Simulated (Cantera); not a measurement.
Feed: 1 mol CsCl, 1.6 mol HCl, 3.9 mol H2, at 10.0 mbar.

Method: chemical equilibrium by Gibbs-energy minimisation in Cantera with the NASA 1993 tables (ideal gas, pure condensed phases). Candidate condensed phases: Cs, CsCl; 9 gas species. Rates play no part.

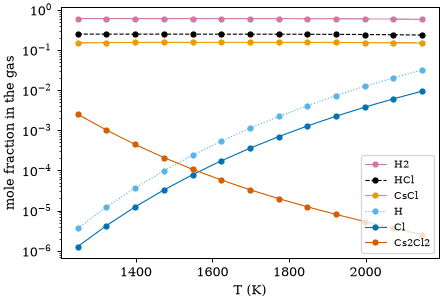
Equilibrium gas composition (values under 1e-9 drawn at 1e-9)

From 1248 K to 2148 K nothing is condensed. The main Cs-bearing gas is CsCl throughout.
